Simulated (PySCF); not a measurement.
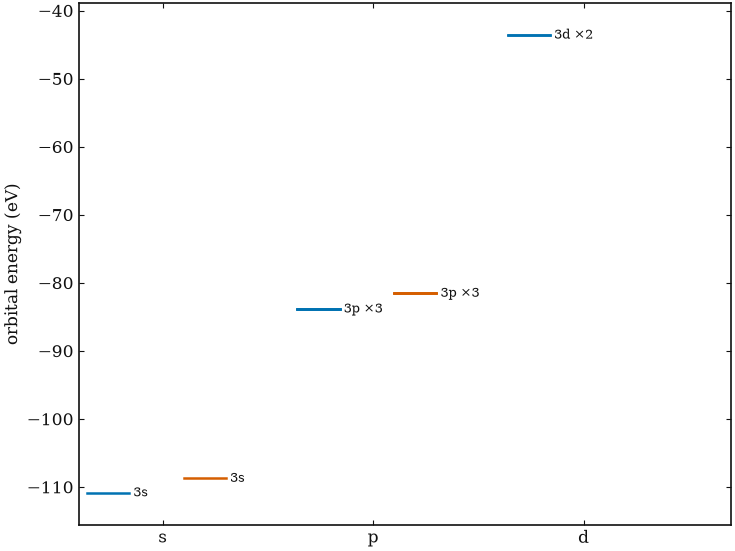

Orbital energies of the mean field, from the top down to −110.9 eV, by angular momentum, α spin at the left of each column and β at the right; ×n counts the orbitals under one label. The highest filled orbital is 3d α at −43.6 eV, the lowest empty one d α at −32.1 eV.

**Run report: V³⁺, atomic calculation**

V³⁺, configuration 1s2 2s2 2p6 3s2 3p6 3d2, multiplicity 3. Computed at this level: unrestricted LC-wPBE, x2c-QZVPPall plus 1 even-tempered diffuse shell per l, spin-free X2C-1e, Gaussian nucleus (PySCF).

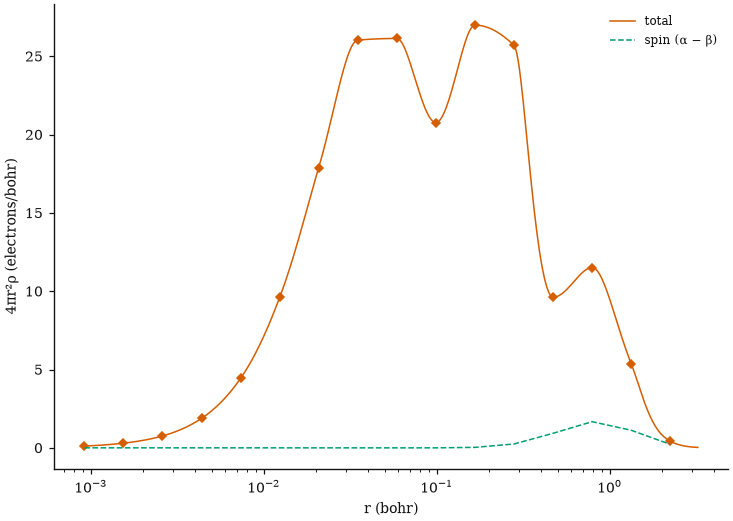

Spherically averaged radial density 4πr²ρ of the mean field and its spin part; markers are the stored points, which are sparse, and the line is a monotone interpolation between them. The largest stored value is 27.0 electrons/bohr at r = 0.17 bohr. Root-mean-square radii of the shells: 1s 0.0768, 2p 0.304, 2s 0.335, 3s 1.01, 3p 1.08, 3d 1.29 bohr.

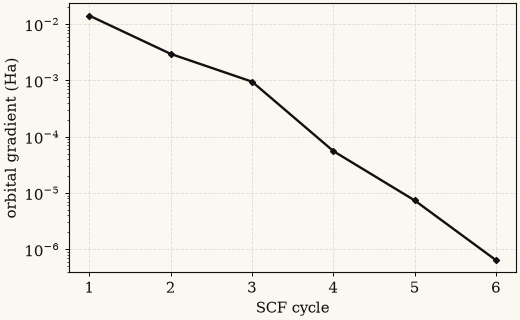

Convergence: orbital gradient against the SCF cycle. The residual falls at every step. It goes from 0.014 to 6.4×10⁻⁷ in 6 steps.

Input and output of the run follow.

**Input**
```python
from pyscf import gto, scf, dft, mp, cc
import basis_set_exchange as bse
mol = gto.M(atom="V 0 0 0", charge=3, spin=2, symmetry="D2h",
            basis=gto.basis.parse(bse.get_basis("x2c-QZVPPall", elements=["V"], fmt="nwchem", augment_diffuse=1)),
            nucmod="G")
mf = dft.UKS(mol, xc="LC_WPBE").sfx2c1e()
mf.irrep_nelec = {'Ag': (4, 3), 'B1g': (1, 0), 'B1u': (2, 2), 'B2u': (2, 2), 'B3u': (2, 2)}
mf.kernel()
```

The script is an equivalent of what the driver set up; the driver started from orbitals of its own, so the log can be shorter than this script's would be, and it computed the properties (radii, ⟨L²⟩, response) afterwards. It held the occupations shell by shell, which the script's counts by irreducible representation don't always enforce.

**The program's output (extracts)**
```
damping factor = 0
level_shift factor = 0
DIIS = <class 'pyscf.scf.diis.CDIIS'>
diis_start_cycle = 1
diis_space = 10
diis_damp = 0
SCF conv_tol = 1e-09
SCF conv_tol_grad = None
number electrons alpha = 11  beta = 9
XC functionals = LC_WPBE
    O. A. Vydrov and G. E. Scuseria.,  J. Chem. Phys. 125, 234109 (2006)
cycle= 1 E= -947.149436286587  delta_E= -0.00951  |g|= 0.0141  |ddm|= 0.117
cycle= 2 E= -947.149480255943  delta_E= -4.4e-05  |g|= 0.00295  |ddm|= 0.00686
cycle= 3 E= -947.149481798154  delta_E= -1.54e-06  |g|= 0.000947  |ddm|= 0.0033
cycle= 4 E= -947.149481928381  delta_E= -1.3e-07  |g|= 5.53e-05  |ddm|= 0.000509
cycle= 5 E= -947.149481930461  delta_E= -2.08e-09  |g|= 7.35e-06  |ddm|= 6.6e-05
cycle= 6 E= -947.149481930485  delta_E= -2.38e-11  |g|= 6.37e-07  |ddm|= 1.03e-05
converged SCF energy = -947.149481930485  <S^2> = 2.000518  2S+1 = 3.0003453
```

**Key numbers**

```
      quantity                      value
       outcome                  converged
  total energy        −947.149482 hartree
          ⟨S²⟩                      2.001
          ⟨L²⟩                      12.01
SCF iterations                          6
      hardware  1 CPU thread, shared host
      CPU time    9.6 s (integrals apart)
```
